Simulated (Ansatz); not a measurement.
CH8ClNOSi: nudged elastic band

The run: nudged elastic band of CH8ClNOSi. Method and program: RKS B3LYP-D4/def2-SVP (Ansatz 0.2.0).

One setting was made poor on purpose. It belongs to a series of runs on one base structure; here: an input spoilt on purpose.

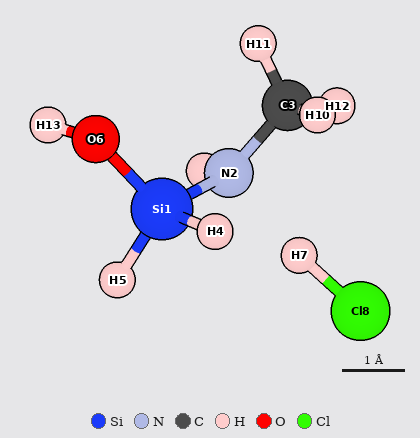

**Figure 1.** The input geometry (ball-and-stick view, seen at a tilt; atoms are numbered from 1 in the order of the input).

**Input file**
```yaml
crystal:
  periodic: [false, false, false]
  atoms:
    - { symbol: Si, position_ang: [-0.726931, 0.057664, 1.147456] }
    - { symbol: "N", position_ang: [0.270055, -0.456596, -0.206253] }
    - { symbol: C, position_ang: [0.250905, 0.256277, -1.487166] }
    - { symbol: H, position_ang: [-0.404336, 1.48012, 1.389171] }
    - { symbol: H, position_ang: [-0.353185, -0.861747, 2.257368] }
    - { symbol: O, position_ang: [-2.371498, 0.032148, 0.872631] }
    - { symbol: H, position_ang: [1.889939, -0.032541, 0.33006] }
    - { symbol: Cl, position_ang: [3.12043, 0.417405, 0.605912] }
    - { symbol: H, position_ang: [0.369579, -1.464544, -0.323589] }
    - { symbol: H, position_ang: [0.263435, 1.340568, -1.297056] }
    - { symbol: H, position_ang: [-0.639971, 0.031364, -2.100068] }
    - { symbol: H, position_ang: [1.153713, 0.020077, -2.07257] }
    - { symbol: H, position_ang: [-2.822134, -0.820294, 0.884106] }
basis:
  gaussian: { orbitals: def2-SVP }
hamiltonian:
  xc: b3lyp
  dispersion: d4
neb:
  order_check: false
  images: 7
  f_tol: 0.05
  max_iterations: 8
  final_atoms:
    - { symbol: Si, position_ang: [-0.50918077, 0.65512439, 2.19566389] }
    - { symbol: "N", position_ang: [0.22039122, -1.0368978, -0.90725638] }
    - { symbol: C, position_ang: [0.34835057, 0.05161517, -1.88119603] }
    - { symbol: H, position_ang: [-1.16437412, 1.86118931, 2.75733831] }
    - { symbol: H, position_ang: [-0.26074326, -0.34953611, 3.26779255] }
    - { symbol: O, position_ang: [-1.37773554, 0.09075796, 0.93409757] }
    - { symbol: H, position_ang: [1.10442967, -1.1742113, -0.41413771] }
    - { symbol: Cl, position_ang: [1.4199797, 1.21502066, 1.54405307] }
    - { symbol: H, position_ang: [-0.00550011, -1.92057835, -1.36526453] }
    - { symbol: H, position_ang: [0.61796125, 0.97363785, -1.34626268] }
    - { symbol: H, position_ang: [-0.62233244, 0.22114361, -2.37188818] }
    - { symbol: H, position_ang: [1.10636496, -0.12959418, -2.66594116] }
    - { symbol: H, position_ang: [-0.87761014, -0.45777021, 0.25300329] }
  initial_path:
    images:
      - { positions_ang: [[-0.726931, 0.057664, 1.147456], [0.270055, -0.456596, -0.206253], [0.250905, 0.256277, -1.487166], [-0.404336, 1.48012, 1.389171], [-0.353185, -0.861747, 2.257368], [-2.371498, 0.032148, 0.872631], [1.889939, -0.032541, 0.33006], [3.12043, 0.417405, 0.605912], [0.369579, -1.464544, -0.323589], [0.263435, 1.340568, -1.297056], [-0.639971, 0.031364, -2.100068], [1.153713, 0.020077, -2.07257], [-2.822134, -0.820294, 0.884106]] }
      - { positions_ang: [[-0.63301356, 0.08817191, 1.20490403], [0.33729658, -0.46416295, -0.26209605], [0.22632215, 0.2426902, -1.52490518], [-0.38371988, 1.51559662, 1.40356624], [-0.31190954, -0.88460053, 2.2605578], [-2.25627791, 0.05953576, 0.8749595], [1.84917986, -0.06195186, 0.26606762], [2.86818374, 0.41675562, 0.87707034], [0.40722165, -1.47141102, -0.37823664], [0.25103336, 1.32380405, -1.33888567], [-0.69966034, 0.01251609, -2.05230891], [1.06673443, 0.00041915, -2.17340295], [-2.72138955, -0.77746205, 0.84271186]] }
      - { positions_ang: [[-0.53909611, 0.11867981, 1.26235206], [0.40453817, -0.4717299, -0.3179391], [0.2017393, 0.2291034, -1.56264437], [-0.36310376, 1.55107324, 1.41796148], [-0.27063407, -0.90745406, 2.26374761], [-2.14105783, 0.08692353, 0.87728799], [1.80842073, -0.09136271, 0.20207525], [2.61593749, 0.41610624, 1.14822868], [0.4448643, -1.47827804, -0.43288428], [0.23863171, 1.30704011, -1.38071533], [-0.75934968, -0.00633183, -2.00454982], [0.97975586, -0.01923869, -2.2742359], [-2.6206451, -0.7346301, 0.80131772]] }
      - { positions_ang: [[-0.44517867, 0.14918772, 1.3198001], [0.47177975, -0.47929685, -0.37378215], [0.17715645, 0.2155166, -1.60038355], [-0.34248764, 1.58654986, 1.43235672], [-0.22935861, -0.93030759, 2.26693741], [-2.02583774, 0.11431129, 0.87961649], [1.76766159, -0.12077357, 0.13808287], [2.36369123, 0.41545686, 1.41938702], [0.48250694, -1.48514506, -0.48753192], [0.22623007, 1.29027616, -1.422545], [-0.81903901, -0.02517974, -1.95679074], [0.89277729, -0.03889654, -2.37506885], [-2.51990065, -0.69179816, 0.75992358]] }
      - { positions_ang: [[-0.35126123, 0.17969562, 1.37724813], [0.53902133, -0.4868638, -0.42962519], [0.1525736, 0.2019298, -1.63812273], [-0.32187152, 1.62202649, 1.44675196], [-0.18808314, -0.95316111, 2.27012722], [-1.91061766, 0.14169906, 0.88194499], [1.72690245, -0.15018443, 0.0740905], [2.11144498, 0.41480748, 1.69054536], [0.52014959, -1.49201208, -0.54217956], [0.21382842, 1.27351222, -1.46437466], [-0.87872835, -0.04402765, -1.90903165], [0.80579872, -0.05855438, -2.4759018], [-2.4191562, -0.64896621, 0.71852944]] }
      - { positions_ang: [[-0.39074111, 0.29855281, 1.58185207], [0.4593638, -0.6243723, -0.54903299], [0.20151784, 0.16435114, -1.69889106], [-0.53249717, 1.68181719, 1.77439855], [-0.20624817, -0.80225486, 2.51954355], [-1.77739713, 0.12896378, 0.89498313], [1.57128426, -0.40619115, -0.04796655], [1.93857866, 0.61486078, 1.65392229], [0.38873717, -1.59915364, -0.74795081], [0.31486163, 1.19854362, -1.43484667], [-0.81462937, 0.02226516, -2.02474578], [0.88094028, -0.07631433, -2.52341164], [-2.03376968, -0.60116721, 0.6021479]] }
      - { positions_ang: [[-0.430221, 0.41741001, 1.78645601], [0.37970628, -0.7618808, -0.66844079], [0.25046209, 0.12677248, -1.75965938], [-0.74312282, 1.7416079, 2.10204514], [-0.2244132, -0.65134861, 2.76895988], [-1.6441766, 0.11622851, 0.90802128], [1.41566606, -0.66219786, -0.17002361], [1.76571234, 0.81491407, 1.61729922], [0.25732474, -1.70629521, -0.95372205], [0.41589484, 1.12357503, -1.40531867], [-0.75053039, 0.08855798, -2.14045991], [0.95608184, -0.09407428, -2.57092148], [-1.64838317, -0.55336821, 0.48576636]] }
      - { positions_ang: [[-0.46970088, 0.5362672, 1.99105995], [0.30004875, -0.8993893, -0.78784859], [0.29940633, 0.08919383, -1.82042771], [-0.95374847, 1.8013986, 2.42969172], [-0.24257823, -0.50044236, 3.01837622], [-1.51095607, 0.10349324, 0.92105942], [1.26004787, -0.91820458, -0.29208066], [1.59284602, 1.01496737, 1.58067614], [0.12591232, -1.81343678, -1.15949329], [0.51692804, 1.04860644, -1.37579068], [-0.68643142, 0.15485079, -2.25617404], [1.0312234, -0.11183423, -2.61843132], [-1.26299665, -0.50556921, 0.36938483]] }
      - { positions_ang: [[-0.50918077, 0.65512439, 2.19566389], [0.22039122, -1.0368978, -0.90725638], [0.34835057, 0.05161517, -1.88119603], [-1.16437412, 1.86118931, 2.75733831], [-0.26074326, -0.34953611, 3.26779255], [-1.37773554, 0.09075796, 0.93409757], [1.10442967, -1.1742113, -0.41413771], [1.4199797, 1.21502066, 1.54405307], [-0.00550011, -1.92057835, -1.36526453], [0.61796125, 0.97363785, -1.34626268], [-0.62233244, 0.22114361, -2.37188818], [1.10636496, -0.12959418, -2.66594116], [-0.87761014, -0.45777021, 0.25300329]] }
  spring: -5.0
```

Run on 2 threads of AMD EPYC (Zen 5), 16 GiB of memory available, shared host.

Launch command:
```bash
ansatz run input.yaml --threads 2 --pin off --max-ram 3072MiB --backend cpu --events-out ev --progress --plain --runs-dir out
```

**What the program printed**
```
Error: invalid value for `neb.spring`: must be finite and > 0; got -5 eV/Å²
```

**Outcome**

| quantity | value |
| --- | --- |
| outcome | refused by the program |

**What went wrong**

The program refused the input: “invalid value for `neb.spring`: must be finite and > 0; got -5 eV/Å²” A deliberately poor setting: bad input.
